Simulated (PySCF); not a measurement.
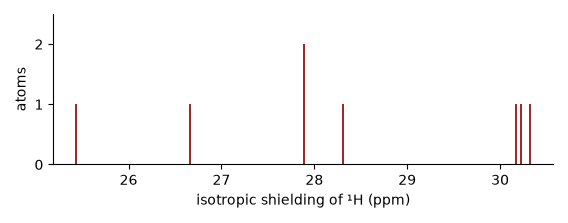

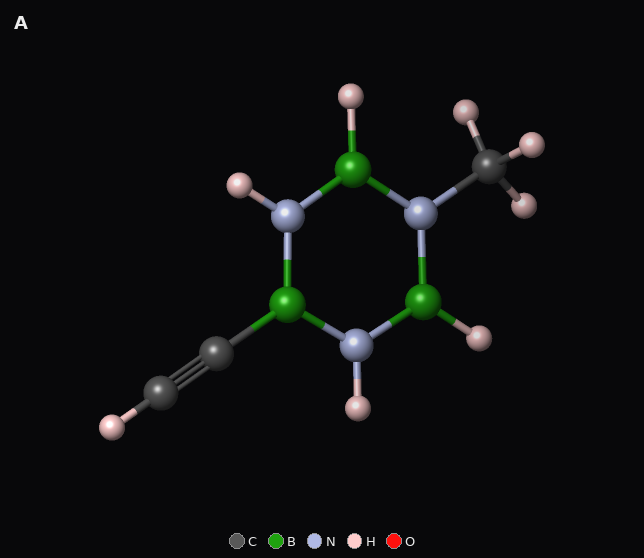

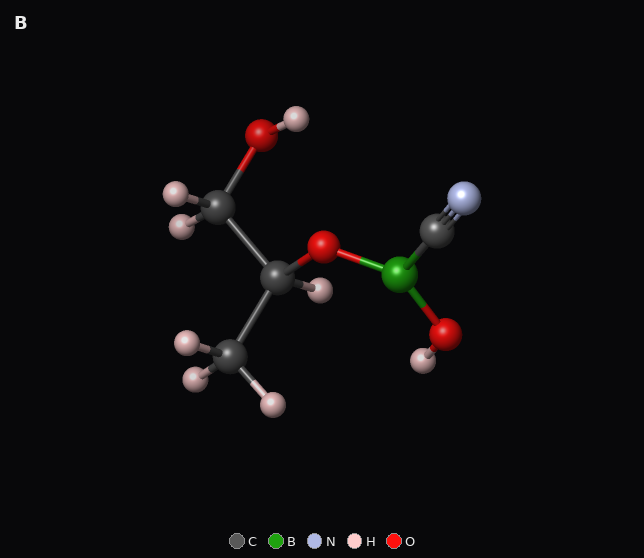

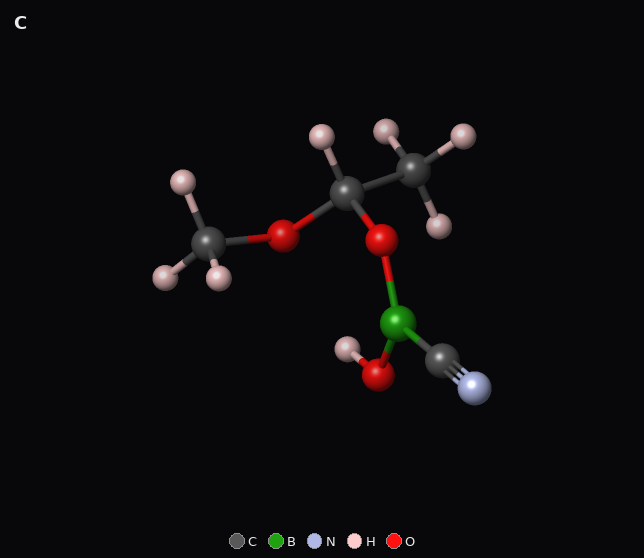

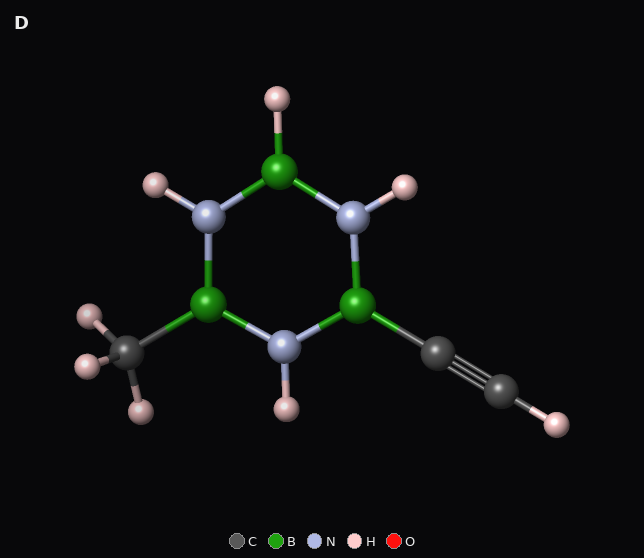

The sticks are computed shieldings of one of the molecules, for one fixed geometry (GFN2-xTB) without averaging over rotations. Low shielding means a high chemical shift. Method: GIAO PBE0/pcSseg-1 NMR shielding, non-relativistic, gas phase (PySCF 2.14.0).

Question: Which molecule gives this pattern?

Answer: C, `CO[C@H](C)OB(O)C#N`. Its 8 H atoms give lines at 25.43, 26.66, 27.89 (2 atoms), 28.31, 30.18, 30.22, 30.33 ppm.

The geometry is semi-empirical. Around B such bond lengths and angles can be off by a tenth of an ångström or more and by several degrees, and values that hang on the shape move with them.
